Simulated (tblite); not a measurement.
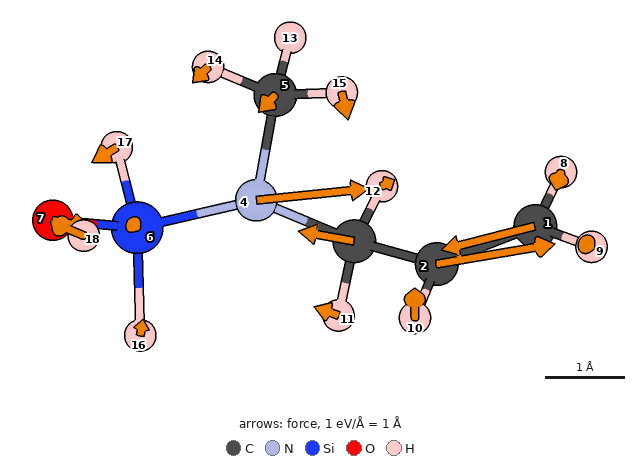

Starting geometry of C$_{4}$H$_{11}$NOSi with the computed forces as orange arrows. A ball-and-stick model, seen at a tilt.

All numbers below come from GFN2-xTB geometry optimisation, gas phase (tblite). 

> Is this structure relaxed? If not, where do the atoms go?

It isn't relaxed: the largest force vector, on a C atom, is 1.69 eV/Å. The final displacements have little in common with the starting forces (cosine between the two patterns 0.18). The largest move after the best rigid fit is that of an H atom, 0.47 Å. Largest moves by element: H 0.47 Å, O 0.23 Å, C 0.18 Å, N 0.15 Å, Si 0.12 Å. Some distances before and after: C–N 1.484 → 1.446 Å, C–C 1.346 → 1.319 Å, O–Si 1.644 → 1.625 Å, H–O 0.973 → 0.954 Å. Among the angles between lasting bonds that change: O–Si–H 111.6° → 99.8°, N–Si–H 108.4° → 117.2°, Si–O–H 113.3° → 120.5°. Groups turn about O–Si by about 30°. The energy falls by 23.7 kJ/mol in 87 geometry steps. Cost: 0.98 s on 1 thread of Arm Neoverse N1, with other jobs on the host.
